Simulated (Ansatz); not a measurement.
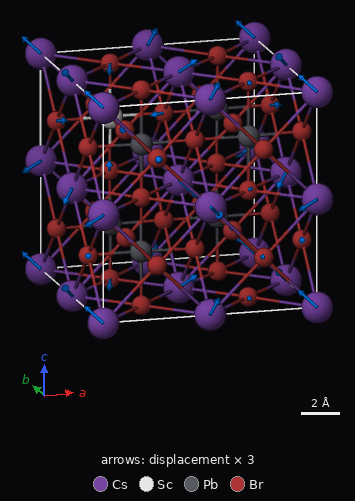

A relaxation of a defect cell of composition Cs8ScPb6Br24. The starting structure is drawn; blue arrows show the displacements, magnified 3 times.

The picture is a ball-and-stick view of the cell of the calculation (origin shifted), seen slightly off an axis.

All numbers below come from DFT, PBEsol, PAW, plane waves (Ansatz 0.2.0). Set-up: plane-wave cutoff 420 eV; k-point mesh 1 × 1 × 1; mesh shifted by (0.25, 0.25, 0.25); collinear spin; atoms relaxed in a fixed cell; force threshold 0.03 eV/Å; at most 80 steps.

Which element moves most?

Answer. Caesium: up to 0.49 Å, against 0.26 Å for bromine.

Describe the change and its energy.

Answer. After 6 geometry steps the energy has fallen by 1.918 eV per cell of the calculation. The largest force component goes from 1.5 to 0.028 eV/Å. The largest moves, 0.49 Å, are those of Cs atoms. Largest moves by element: Cs 0.49 Å, Br 0.26 Å, Sc 0.05 Å, Pb 0.04 Å. The lattice vectors keep their values. Some distances before and after: Br–Cs 4.187 → 3.682 Å, Br–Cs 4.169 → 3.685 Å, Br–Cs 4.157 → 4.612 Å, Br–Cs 4.117 → 4.567 Å. Among the angles between lasting bonds that change: Cs–Br–Cs 90.4° → 78.3°, Cs–Br–Cs 90.6° → 78.6°, Cs–Br–Cs 89.1° → 77.3°.
